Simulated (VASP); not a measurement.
Band structure of AlN (wurtzite). Computed with r2SCAN+rVV10, VASP's PBE PAW potentials (set 64) (plane waves; VASP).

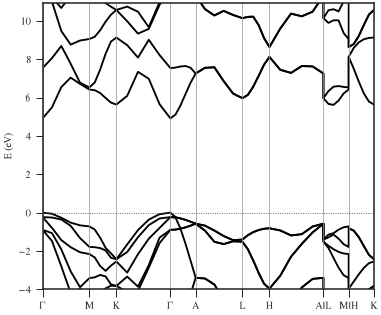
Fig. 1. Bands along high-symmetry lines, zero at the valence-band maximum or, without a gap, the Fermi level

**Question.** Read the plot: is there a gap, and where are the band edges?

**Answer.** The gap is direct, 4.92 eV, from the valence maximum at Γ to the conduction minimum at Γ.

Measured: gap 6.51 eV (computed value off by -1.59 eV), as given by Martin Feneberg et al., Physical Review B (2010), doi:10.1103/physrevb.82.075208 [zero-point renormalisation of 0.417 eV (from the measured temperature dependence, row gaps:miglio2020:AlN_wz:gap_zpr, arXiv:2011.12765) added back].

The compound is AlN in the wurtzite structure. It was relaxed first.
